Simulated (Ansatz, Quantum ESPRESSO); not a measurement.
# CaHI (P4/nmm): modes at Γ and the response to a field, part 4 of 4

Wanted: the vibrations of CaHI (P4/nmm) at Γ, by two programs.

Quantum ESPRESSO 7.5; DFT PBEsol, scalar-relativistic, plane waves, PseudoDojo norm-conserving pseudopotentials.

So far, highest mode moved by the LO-TO term (cm⁻¹): step 8 (the LO-TO splitting (1 0 0)) 907; step 9 (q direction 0×0×1) 1020; step 10 (q direction 1×1×1) 986.

## 11. A second program

The same cell goes through another code at the same cutoff. The files are of one family, but Ansatz's library holds files of its own making for some heavy elements, so those for I may differ. Its k mesh is centred on Γ.

This step: DFT PBEsol, scalar-relativistic, plane waves, norm-conserving pseudopotentials of its library (PseudoDojo's, some remade) (Ansatz 0.2.0).

Input file input.yaml:

```yaml
crystal:
  lattice:
    - [3.969863663, 0.0, 0.0]
    - [0.0, 3.969863663, 0.0]
    - [0.0, 0.0, 8.745559538]
  atoms:
    - { symbol: Ca, position: [0.0, 0.5, 0.1361577969] }
    - { symbol: Ca, position: [0.5, 0.0, 0.8638422031] }
    - { symbol: H, position: [0.0, 0.0, 0.0] }
    - { symbol: H, position: [0.5, 0.5, 0.0] }
    - { symbol: I, position: [0.0, 0.5, 0.6864813481] }
    - { symbol: I, position: [0.5, 0.0, 0.3135186519] }
kpoints:
  mp_grid: { grid: [6, 6, 2] }
hamiltonian:
  xc: pbesol
  pseudopotentials: { kind: nc, accuracy: standard }
scf:
  occupations: { method: fixed }
output:
  eigenvalues: true
basis:
  ecutwfc: 870.764
phonons:
  method: dfpt
  dielectric: true
  rigid_motions: translations
```

Run with:

```bash
$ ansatz run input.yaml --threads 8 --pin off --max-ram 16384MiB --backend cpu --events-out ev --progress --plain --runs-dir out
```

Numbers of over 12 decimals in the logs are rounded to 6 here.

Output:

```text
Warning: basis.ecutwfc = 870.764 eV is below the records' recommended 979.609905 eV, and the density's cutoff is lower with it unless basis.ecutrho_ratio is high enough to keep the records' density cutoff: compare with a run at a higher cutoff
Engine: ansatz 0.2.0, aarch64-unknown-linux-gnu
Pseudopotentials: kind: nc
Pseudopotential: Ca, nc, valence charge 10, recommended cutoff 925.187132 eV (normal), Ca.nc.azcp (PseudoDojo's, or run here from an input of PseudoDojo's; its table is named by hamiltonian.pseudopotentials.accuracy)
Pseudopotential: H, nc, valence charge 1, recommended cutoff 979.609905 eV (normal), H.nc.azcp (PseudoDojo's, or run here from an input of PseudoDojo's; its table is named by hamiltonian.pseudopotentials.accuracy)
Pseudopotential: I, nc, valence charge 7, recommended cutoff 952.398519 eV (normal), I.nc.azcp (PseudoDojo's, or run here from an input of PseudoDojo's; its table is named by hamiltonian.pseudopotentials.accuracy)
Functional definition: PBEsol
  exchange = pbesol_x
  correlation = pbesol_c
Crystal: 6 atoms, lattice volume = 137.828 Å³
Basis set: ecut = 870.764 eV, 8063 PW (Γ), exchange–correlation on 80×80×180 points (8 copies of the dense FFT grid, shifted against one another)
Bands: 24, of which v1, the nominal top of the filled ones, is band 18 counted from 1 (17 counted from 0)
Symmetry: 16 space group operations
k-points: 32 of 72 (irreducible under 2 space group operations, time reversal used)
Non-local potential: Ca, projectors of the file, l = 0: 2, l = 1: 2, l = 2: 2
Non-local potential: H, projectors of the file, l = 0: 2, l = 1: 1
Non-local potential: I, projectors of the file, l = 0: 2, l = 1: 2, l = 2: 2, l = 3: 2
Initial density: superposition of atomic densities (chi_scale 0.1, normalization cell, long waves kept (reshape's long-wave potential 0.60 eV rms))
Initial wavefunctions: pseudopotential atomic-orbital guess
Functional: x = pbesol(κ = 0.804, μ = 0.123457), c = pbesol(β = 0.046)
SCF iter   1: F=—  HF=-2858.963572 eV  |F-HF|=—  |Δ(HF+E_count)|=         —  Δρ=1.09e-1  dr2=1.16e2  ethr=3.10e-3  ⟨swp⟩=11.7  Hψ=5448  notcnv=0  defer=121
preconditioner: auto → Resta (q_TF=auto, 2.181 Å⁻¹)  ε∞=6.2  [insulator: Δε(μ)=0.000 eV  Ē_g=6.230 eV  n_scr=26 (ndim 8)  ℏωp=14.1 eV  f_vac=0.000  ε∞_Penn≈6.2]
SCF iter   2: F=—  HF=-2846.649413 eV  |F-HF|=—  |Δ(HF+E_count)|=    1.23e1  Δρ=2.91e-2  dr2=1.59e0  ethr=3.10e-3  ⟨swp⟩=6.6  Hψ=2764  notcnv=0  defer=117
SCF iter   3: F=—  HF=-2846.259609 eV  |F-HF|=—  |Δ(HF+E_count)|=   3.90e-1  Δρ=1.45e-2  dr2=5.09e-1  ethr=3.10e-3  ⟨swp⟩=3.0  Hψ=1196  notcnv=0  defer=115
SCF iter   4: F=—  HF=-2846.129243 eV  |F-HF|=—  |Δ(HF+E_count)|=   1.30e-1  Δρ=3.10e-3  dr2=2.53e-2  ethr=1.41e-3  ⟨swp⟩=3.7  Hψ=1499  notcnv=0  defer=117
SCF iter   5: F=—  HF=-2846.131302 eV  |F-HF|=—  |Δ(HF+E_count)|=   2.06e-3  Δρ=8.76e-4  dr2=1.67e-3  ethr=7.04e-5  ⟨swp⟩=4.8  Hψ=1447  notcnv=0  defer=128
SCF iter   6: F=—  HF=-2846.131455 eV  |F-HF|=—  |Δ(HF+E_count)|=   1.52e-4  Δρ=3.45e-4  dr2=3.66e-4  ethr=4.63e-6  ⟨swp⟩=3.8  Hψ=1525  notcnv=0  defer=128
SCF iter   7: F=—  HF=-2846.131415 eV  |F-HF|=—  |Δ(HF+E_count)|=   3.99e-5  Δρ=7.09e-5  dr2=2.75e-5  ethr=1.02e-6  ⟨swp⟩=3.8  Hψ=1438  notcnv=0  defer=128
SCF iter   8: F=—  HF=-2846.131410 eV  |F-HF|=—  |Δ(HF+E_count)|=   4.44e-6  Δρ=1.40e-5  dr2=1.54e-6  ethr=7.64e-8  ⟨swp⟩=2.4  Hψ=1157  notcnv=0  defer=128
SCF iter   9: F=—  HF=-2846.131345 eV  |F-HF|=—  |Δ(HF+E_count)|=   6.53e-5  Δρ=6.72e-6  dr2=1.11e-7  ethr=4.28e-9  ⟨swp⟩=2.7  Hψ=1339  notcnv=0  defer=127
SCF iter  10: F=—  HF=-2846.131345 eV  |F-HF|=—  |Δ(HF+E_count)|=   2.37e-8  Δρ=2.02e-6  dr2=4.50e-9  ethr=3.09e-10  ⟨swp⟩=2.1  Hψ=1265  notcnv=0  defer=127
SCF iter  11: F=—  HF=-2846.131345 eV  |F-HF|=—  |Δ(HF+E_count)|=  1.11e-10  Δρ=2.66e-7  dr2=1.39e-10  ethr=1.25e-11  ⟨swp⟩=2.5  Hψ=1366  notcnv=0  defer=127
SCF iter  12: F=-2846.131345 eV  HF=-2846.131345 eV  |F-HF|=3.18e-12  |Δ(HF+E_count)|=  5.28e-11  Δρ=7.61e-8  dr2=1.33e-11  ethr=1.00e-12  ⟨swp⟩=26.3  Hψ=9584  notcnv=0
SCF 1 converged in 12 iterations: F = -2846.131345 eV  dr2 = 1.33e-11
DFPT response loops at Γ: preconditioner auto → Resta (q_TF=auto, 2.181 Å⁻¹)  ε∞=4.4 (no band partly filled); β = 1.00, the filter's whole step (`scf.mixing.beta` (0.50) is not read by the response loops at its default; to damp them type it under 1.00, their step now; it binds the ground state too); Broyden in place of MSR1
── the response to a field inside a basis, on 8×8×4 k-points: an SCF that follows is theirs, and a resumed run solves both again ──
Bands: 19, of which v1, the nominal top of the filled ones, is band 18 counted from 1 (17 counted from 0)
k-points: 20 of 256
Initial density: handed on by an earlier stage of this run
Initial wavefunctions: pseudopotential atomic-orbital guess (no wavefunctions were taken with the density)
Eigensolver: Dense (20 Hₖ)
SCF iter   1: F=—  HF=-2846.117017 eV  |F-HF|=—  |Δ(HF+E_count)|=         —  Δρ=1.87e-4  dr2=1.00e-5  ethr=1.00e-1
preconditioner: auto → Resta (q_TF=auto, 2.181 Å⁻¹)  ε∞=4.6  [insulator: Δε(μ)=3.349 eV  Ē_g=7.482 eV  n_scr=26 (ndim 8)  ℏωp=14.1 eV  f_vac=0.001  ε∞_Penn≈4.6]
SCF iter   2: F=—  HF=-2846.117025 eV  |F-HF|=—  |Δ(HF+E_count)|=   8.21e-6  Δρ=9.64e-5  dr2=2.59e-6  ethr=2.78e-8
SCF iter   3: F=-2846.117029 eV  HF=-2846.117029 eV  |F-HF|=2.60e-8  |Δ(HF+E_count)|=   3.57e-6  Δρ=6.44e-6  dr2=4.45e-8  ethr=7.19e-9
SCF 1 converged in 3 iterations: F = -2846.117029 eV  dr2 = 4.45e-8
DFPT response loops at Γ: preconditioner auto → Resta (q_TF=auto, 2.181 Å⁻¹)  ε∞=4.2 (no band partly filled); β = 1.00, the filter's whole step (`scf.mixing.beta` (0.50) is not read by the response loops at its default; to damp them type it under 1.00, their step now; it binds the ground state too); Broyden in place of MSR1
WARN: field response: ε∞ stands inside a basis, on 8×8×4 points; the force constants stand on the 6×6×2 k-mesh, whose period is 10.17 times the interband length at k = (0.0000, 0.0000, -0.5000), direct gap 3.276 eV, under 14: take them and everything formed from them as unconverged, and compare with a denser kpoints.mp_grid
SCF converged after 12 iterations
Free energy (F): -2846.131345 eV
Harris-Foulkes:  -2846.131345 eV  (|F-HF|=3.18e-12)
Internal energy: -2846.131345 eV  (E = F + TS)
E sigma→0 (E₀):  -2846.131345 eV
Fermi energy:    4.695832 eV
--- Per-component energies (eV) ---
  E_band       = -309.322412
  E_kinetic    = 925.810160
  E_local      = -2383.566488  (includes V_loc(G=0)·N_el)
  E_nonlocal   = 277.125133
  E_hartree    = 724.683327
  E_xc         = -632.078950
  E_vxc        = -578.057984  (∫ρ·V_xc dr)
  E_ewald      = -1758.104528
  E_smearing   = -0.000000  (= −TS)
  E_closure    = -0.000000  (closes the sum)
  Σ components = -2846.131345   (vs F -2846.131345, Δ=0.00e0)
--- Band table (eV; the first three rows and the last of 32) ---
  k-point 0: bands = [... 14 lower, 3.8988, 3.8988, 4.1654, 4.1654, 8.0333, 8.4311, 9.1606, 9.1606, ... 2 higher]
  k-point 1: bands = [... 14 lower, 3.8735, 4.1950, 4.1950, 4.6958, 7.9715, 8.5767, 9.1235, 9.1573, ... 2 higher]
  k-point 2: bands = [... 14 lower, 3.8051, 3.9597, 4.0429, 4.1826, 8.3077, 8.3891, 8.9456, 9.1355, ... 2 higher]
  k-point 31: bands = [... 14 lower, 3.0608, 3.0608, 3.1077, 3.1077, 8.5367, 8.5367, 9.0721, 9.0721, ... 2 higher]
--- Phonons (Γ-DFPT): 6 representative perturbations + reference, on 32 of 72 k-points (Σ response iterations 21) ---
  k mesh reduced under 2 symmetry operations, with k and −k counted as one. Each operation leaves every solved perturbation unchanged. A smaller set is not considered because the run solves the response to a homogeneous field
  ASR residual: 1.970e-4 → 0.000e0 eV/Å²; symmetrization residual: 5.322e-7 eV/Å²
  ASR residual per site (eV/Å²): 1.97e-4 1.97e-4 2.53e-6 2.53e-6 7.14e-6 7.14e-6
  Γ frequencies (cm⁻¹): 0.00 0.00 0.00 57.19 57.19 67.44 124.01 124.01 135.57 180.14 180.14 203.70 818.00 818.00 861.98 912.30 912.30 952.44
  ε∞ (high-frequency dielectric tensor):
        4.723964     0.000000     0.000000
        0.000000     4.723964     0.000000
        0.000000     0.000000     4.490123
  ε⁰ (static dielectric tensor: ions relaxed, cell fixed):
        8.874534    -0.000000     0.000000
       -0.000000     8.874534    -0.000000
        0.000000    -0.000000     6.726342
  ε⁰ − ε∞ (ionic part):
        4.150569    -0.000000     0.000000
       -0.000000     4.150569    -0.000000
        0.000000    -0.000000     2.236219
  softest optical mode at Γ: 57.19 cm⁻¹; the repairs (sum rule, projections) moved no ω² at Γ by more than (1.98 cm⁻¹)²
  Born effective charges Z* (e; rows j = field, columns β = displacement):
    site 0:
         2.29840    0.00000   -0.00000
        -0.00000    2.29840   -0.00000
        -0.00000   -0.00000    1.81267
    site 1:
         2.29840    0.00000    0.00000
        -0.00000    2.29840    0.00000
         0.00000    0.00000    1.81267
    site 2:
        -0.98025   -0.00000    0.00000
         0.00000   -0.98025    0.00000
        -0.00000    0.00000   -0.88606
    site 3:
        -0.98025   -0.00000   -0.00000
         0.00000   -0.98025   -0.00000
        -0.00000    0.00000   -0.88606
    site 4:
        -1.31816   -0.00000    0.00000
         0.00000   -1.31816    0.00000
        -0.00000    0.00000   -0.92662
    site 5:
        -1.31816   -0.00000   -0.00000
         0.00000   -1.31816    0.00000
        -0.00000    0.00000   -0.92662
  Z* charge neutrality: 5.840e-3 e pre-enforcement
  solved inside a basis spanned on kpoints, on 8×8×4 k-points, its susceptibility summed on 10×10×4: ε∞ is read to err by 2.0e-2, Z* by 1.7e-2 e (field_mesh: kpoints solves on kpoints); Z* is corrected for what the basis lacks
  optical modes at Γ without the LO–TO term, one row a degenerate level:
      ω (cm⁻¹)  modes    IR ((D/Å)²/amu)
         57.19      2             0.0000
         67.44      1             0.0000
        124.01      2             6.0587
        135.57      1             1.8830
        180.14      2             0.0000
        203.70      1             0.0000
        818.00      2            95.3380
        861.98      1             0.0000
        912.30      2             0.0000
        952.44      1            38.1501
  optical modes at Γ + LO–TO along q̂ = [1.0000, 0.0000, 0.0000]:
      ω (cm⁻¹)  modes    IR ((D/Å)²/amu)
         57.19      2             0.0000
         67.44      1             0.0000
        124.01      1             3.0294
[...]
optical modes at Γ + LO–TO along q̂ = [0.0000, 1.0000, 0.0000]:
      ω (cm⁻¹)  modes    IR ((D/Å)²/amu)
[...]
912.30      2             0.0000
        952.44      1            38.1501
  optical modes at Γ + LO–TO along q̂ = [0.0000, 0.0000, 1.0000]:
      ω (cm⁻¹)  modes    IR ((D/Å)²/amu)
         57.19      2             0.0000
         67.44      1             0.0000
        124.01      2             6.0587
        155.01      1             1.4254
        180.14      2             0.0000
        203.70      1             0.0000
        818.00      2            95.3380
        861.98      1             0.0000
        912.30      2             0.0000
       1019.54      1            38.6076
```

The job ended after 51 s (8 threads of Arm Neoverse V1, shared host; peak memory 1.9 GiB; 6.4 min of CPU time).

This step gave:

```
gap on the k-mesh                                : 3.059 eV
sum-rule residual before enforcement             : 1.97e-4 eV/Å²
miss of the charge sum rule                      : 0.005840 e
estimated error of the dielectric tensor         : 0.01952
estimated error of the Born charges              : 0.01665 e
highest optical zone-centre mode (no LO-TO term) : 952.4 cm⁻¹
lowest optical zone-centre mode                  : 57.19 cm⁻¹
mean high-frequency dielectric constant          : 4.646
largest Born charge in size (third of the trace) : 2.136 e
mean static dielectric constant                  : 8.158
highest mode moved by the LO-TO term             : 1020 cm⁻¹
```

Transverse modes. Infrared lines, with heights relative to the strongest:

```
position (cm⁻¹)  label  IR intensity ((D/Å)²/amu), degenerate modes summed, relative
             57     Eg                                                           0.0
             67    A1g                                                           0.0
            124     Eu                                                           6.4
            136    A2u                                                           2.0
            180     Eg                                                           0.0
            204    A1g                                                           0.0
            818     Eu                                                           100
            862    B1g                                                           0.0
            912     Eg                                                           0.0
            952    A2u                                                            40
```

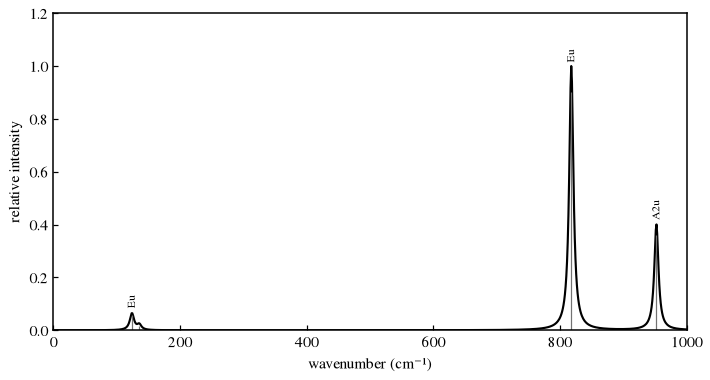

The infrared spectrum, broadened with Lorentzians of width 8 cm⁻¹; bars mark the lines.

The log warns that the force constants on this k mesh are to be taken as unconverged.

## 12. The two compared: QE PseudoDojo and Ansatz, library NC

Worked out from the results:

```
root-mean-square difference : 0.26 cm⁻¹
largest difference          : 0.62 cm⁻¹
```

The 12 of 15 modes that differ most. Frequencies side by side:

```
q (reciprocal lattice)  mode  QE PseudoDojo (cm⁻¹)  Ansatz, library NC (cm⁻¹)
                 0 0 0     4                 57.28                      57.19
                 0 0 0     5                 57.28                      57.19
                 0 0 0     6                 67.68                      67.44
                 0 0 0     7                 124.1                        124
                 0 0 0     8                 124.1                        124
                 0 0 0     9                   136                      135.6
                 0 0 0    10                 180.2                      180.1
                 0 0 0    12                   204                      203.7
                 0 0 0    15                 862.6                        862
                 0 0 0    16                 912.5                      912.3
                 0 0 0    17                 912.5                      912.3
                 0 0 0    18                 952.9                      952.4
```

The two runs side by side. Further quantities:

```
                                                                               quantity  QE PseudoDojo  Ansatz, library NC
                                                                                mean ε∞          4.688               4.646
largest Born charge in size (e; the first before, the second after the charge sum rule)          2.142               2.136
```

At the zone centre the largest difference (acoustic modes at Γ apart) is 0.07 % of the highest mode.

## 13. Outcome

```
space group after relaxation                                                            : P4/nmm
volume per atom                                                                         : 23.0 Å³
gap on the k-mesh                                                                       : 3.06 eV
highest optical zone-centre mode (no LO-TO term)                                        : 952.9 cm⁻¹
lowest optical zone-centre mode                                                         : 57.3 cm⁻¹
highest mode moved by the LO-TO term (probably not converged in the k mesh)             : 1020 cm⁻¹
mean high-frequency dielectric constant (probably not converged in the k mesh)          : 4.69
largest Born charge in size (third of the trace) (probably not converged in the k mesh) : 2.14 e
mean static dielectric constant (probably not converged in the k mesh)                  : 8.26
imaginary optical modes at the zone centre (no q mesh in this session)                  : none
largest difference from Ansatz, library NC                                              : 0.62 cm⁻¹
```

In words: At the PBEsol level the optical modes of CaHI (P4/nmm) at the zone centre (no LO-TO term) run from 57 to 953 cm⁻¹. Along the directions run, the highest mode that the macroscopic field moves lies at 1020 cm⁻¹. Lattice motion raises the mean dielectric constant from 4.688 to 8.257. The Born charges miss their sum rule by 0.052 e, a sign that the k mesh or the cutoff is short for the field response. ε∞, the Born charges and what follows from them are probably not converged in the k mesh. Of the 15 optical modes, 9 are Raman active alone and 6 are infrared active alone; inversion symmetry keeps the two sets apart. QE PseudoDojo and Ansatz, library NC agree to 0.62 cm⁻¹ (0.07 % of the highest mode compared) on all solved modes but the acoustic ones at Γ, without the LO-TO term. These are harmonic frequencies at zero temperature: anharmonic shifts and linewidths and thermal expansion are left out. Spin-orbit coupling is left out, which can matter for the heavy elements here. The relaxation ran at 64 Ry, under the 72 Ry recommended for these files; the stress of so short a basis can leave the cell about one per cent too small. Ansatz warns that the cutoff lies 11 % under the one recommended for these files; agreement at one cutoff is not convergence. Ansatz's log warns that force constants on this k mesh are to be taken as unconverged, an error that the frequencies of both programs share.

[Host names and launcher messages were left out of these logs when they were recorded.]

[Logs are printed without paths, hosts, clocks, repeated set-up lines and the standing remarks that a program may print on its own settings, such as how far it seeks lower states.]

[Hosts, paths, dates, database ids (printed as entryN), source tags and the programs' standing remarks are cut or masked in the printed files.]
